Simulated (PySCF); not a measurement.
# HF/aug-pc-1 (density fitting with cc-pvdz-jkfit) run of BPH3F (SMILES FBP)

Aim: the electrostatic solvation energy at fixed shape (COSMO, cyclohexane) of BPH3F at HF/aug-pc-1 (density fitting with cc-pvdz-jkfit), from 2 runs. Input form: a Python script.

Program for the calculation: PySCF 2.14.0.

2 further runs of the same task are left out: 2 set aside as unsound or not needed.

### 1 The structure to begin with

BPH3F: 6 atoms, total charge 0, spin state singlet. As SMILES, `FBP`. The shape is that of a GFN2-xTB optimisation. This is one conformer, not always the lowest.

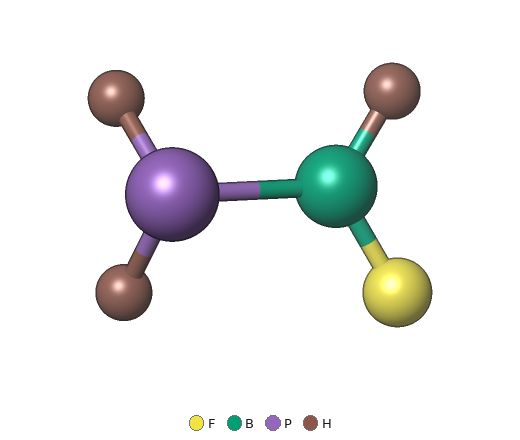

The structure, seen from a chosen angle (fluorine yellow, boron teal, phosphorus purple, hydrogen brown).

### 2 Localised orbitals at HF/aug-pc-1 (density fitting with cc-pvdz-jkfit)

Contents of mol.sdf:

```

     RDKit          3D

  6  5  0  0  0  0  0  0  0  0999 V2000
   -1.2389   -1.1935    0.6738 F   0  0  0  0  0  0  0  0  0  0  0  0
   -0.1669   -0.8270    0.0054 B   0  0  0  0  0  0  0  0  0  0  0  0
    0.6542    0.8241    0.4094 P   0  0  0  0  0  0  0  0  0  0  0  0
    0.2867   -1.6148   -0.7378 H   0  0  0  0  0  0  0  0  0  0  0  0
    0.9511    1.2174   -0.8792 H   0  0  0  0  0  0  0  0  0  0  0  0
   -0.4862    1.5938    0.5284 H   0  0  0  0  0  0  0  0  0  0  0  0
  2  1  1  0
  3  2  1  0
  4  2  1  0
  5  3  1  0
  6  3  1  0
M  END
$$$$
```

Contents of calc.py:

```python
# FBP
import numpy
from pyscf import gto, scf, lo
from rdkit import Chem

rd = Chem.MolFromMolFile('mol.sdf', removeHs=False, sanitize=False)
xyz = rd.GetConformer().GetPositions()
geom = [(a.GetSymbol(), tuple(x)) for a, x in zip(rd.GetAtoms(), xyz)]
for s, x in geom:
    print('%-2s %12.6f %12.6f %12.6f' % (s, *x))

mol = gto.M(
    atom=geom,
    verbose=3,
    max_memory=1860,
    basis='aug-pc-1',
)

hf = scf.RHF(mol)
hf = hf.density_fit(auxbasis='cc-pvdz-jkfit')
hf.kernel()

energy = hf.e_tot
print(f'total energy: {energy:.8f} hartree')
occ = hf.mo_coeff[:, 7:mol.nelec[0]]
loc = lo.ibo.ibo(mol, occ)
r1 = numpy.einsum('xij,ip,jp->px', mol.intor('int1e_r'), loc, loc)
spread = numpy.einsum('ij,ip,jp->p', mol.intor('int1e_r2'), loc, loc) - (r1 ** 2).sum(1)
centres = r1 * 0.529177
print('orbital  centre (A)  spread (bohr^2)')
for i, (c, s) in enumerate(zip(centres, spread), 1):
    print('%3d %9.4f %9.4f %9.4f %9.4f' % (i, *c, s))
```

On the command line:

```console
$ OMP_NUM_THREADS=1 python calc.py
```

Standard output:

```text
F     -1.238900    -1.193500     0.673800
B     -0.166900    -0.827000     0.005400
P      0.654200     0.824100     0.409400
H      0.286700    -1.614800    -0.737800
H      0.951100     1.217400    -0.879200
H     -0.486200     1.593800     0.528400
converged SCF energy = -466.611039561068
total energy: -466.61103956 hartree
 Iterative localization: IB/P4/2x2, 7 iter; Final gradient 6.57e-10
orbital  centre (A)  spread (bohr^2)
  1   -1.4542   -1.2494    0.8141    1.2934
  2   -0.1730    1.3802    0.5025    3.3314
  3   -0.9140   -1.0788    0.4719    1.2216
  4   -1.2034   -1.1945    0.6450    1.9419
  5   -1.1729   -1.1699    0.6356    2.0311
  6    0.1859   -1.4152   -0.5624    2.6567
  7    0.8762    1.1025   -0.5267    3.3086
  8    0.2388    0.0011    0.2081    3.2361
  9    1.0156    0.8219    0.7655    5.2495
```

Wall time 1.1 s (1 thread of Arm Neoverse V2, shared host); peak memory 0.16 GiB.

### 3 Localised orbitals at HF/aug-pc-1 (density fitting with cc-pvdz-jkfit, COSMO cyclohexane)

mol.sdf is that of step 2.

Contents of input.py:

```python
import numpy
from pyscf import gto, lo, solvent
from rdkit import Chem

rd = Chem.MolFromMolFile('mol.sdf', removeHs=False, sanitize=False)
xyz = rd.GetConformer().GetPositions()
geom = [(a.GetSymbol(), tuple(x)) for a, x in zip(rd.GetAtoms(), xyz)]
for s, x in geom:
    print('%-2s %12.6f %12.6f %12.6f' % (s, *x))

mol = gto.M(
    atom=geom,
    max_memory=1860,
    verbose=3,
    spin=0,
    basis='aug-pc-1',
)

hf = mol.RHF()
hf = hf.density_fit(auxbasis='cc-pvdz-jkfit')
hf = hf.PCM()
hf.with_solvent.method = 'COSMO'
hf.with_solvent.eps = 2.0165  # cyclohexane
hf.kernel()

energy = hf.e_tot
print('E = %.10f Eh' % energy)
occ = hf.mo_coeff[:, 7:mol.nelec[0]]
loc = lo.ibo.ibo(mol, occ)
r1 = numpy.einsum('xij,ip,jp->px', mol.intor('int1e_r'), loc, loc)
spread = numpy.einsum('ij,ip,jp->p', mol.intor('int1e_r2'), loc, loc) - (r1 ** 2).sum(1)
centres = r1 * 0.529177
print('orbital  centre (A)  spread (bohr^2)')
for i, (c, s) in enumerate(zip(centres, spread), 1):
    print('%3d %9.4f %9.4f %9.4f %9.4f' % (i, *c, s))
```

On the command line:

```console
$ OMP_NUM_THREADS=1 python input.py
```

Standard output:

```text
F     -1.238900    -1.193500     0.673800
B     -0.166900    -0.827000     0.005400
P      0.654200     0.824100     0.409400
H      0.286700    -1.614800    -0.737800
H      0.951100     1.217400    -0.879200
H     -0.486200     1.593800     0.528400

WARN: PCM is an experimental feature. It is still in testing.
Features and APIs may be changed in the future.

converged SCF energy = -466.612342479439
E = -466.6123424794 Eh
 Iterative localization: IB/P4/2x2, 7 iter; Final gradient 6.40e-10
orbital  centre (A)  spread (bohr^2)
  1   -1.4547   -1.2496    0.8143    1.2957
  2   -0.1718    1.3792    0.5035    3.3297
  3   -0.9150   -1.0792    0.4722    1.2206
  4   -1.2041   -1.1948    0.6455    1.9404
  5   -1.1739   -1.1705    0.6364    2.0262
  6    0.1847   -1.4156   -0.5619    2.6543
  7    0.8766    1.1019   -0.5241    3.3058
  8    0.2392   -0.0003    0.2101    3.2323
  9    1.0199    0.8230    0.7709    5.2461
```

It took 7.8 s on 1 thread of Arm Neoverse V2, shared host; peak memory 0.3 GiB.

### 4 Results

Level: HF/aug-pc-1 (density fitting with cc-pvdz-jkfit).

| quantity | value |
| --- | --- |
| gas phase: total energy | -466.61104 Eh |
| gas phase: dipole moment | 1.14 D |
| gas phase: HOMO energy | -10.30 eV |
| gas phase: LUMO energy | 0.81 eV |
| gas phase: HOMO–LUMO gap | 11.11 eV |
| COSMO, cyclohexane: total energy | -466.61234 Eh |
| COSMO, cyclohexane: dipole moment | 1.27 D |
| COSMO, cyclohexane: HOMO energy | -10.24 eV |
| COSMO, cyclohexane: LUMO energy | 0.86 eV |
| COSMO, cyclohexane: HOMO–LUMO gap | 11.10 eV |
| COSMO, cyclohexane: solvent term in the energy | -3.6 kJ/mol |
| energy change from gas to solvent at fixed shape | -0.035 eV |

**Reading.** The solvent model (COSMO, cyclohexane) lowers the energy by 0.04 eV (−0.8 kcal/mol) at the same shape. It holds the electrostatic part alone, without cavity or dispersion terms.
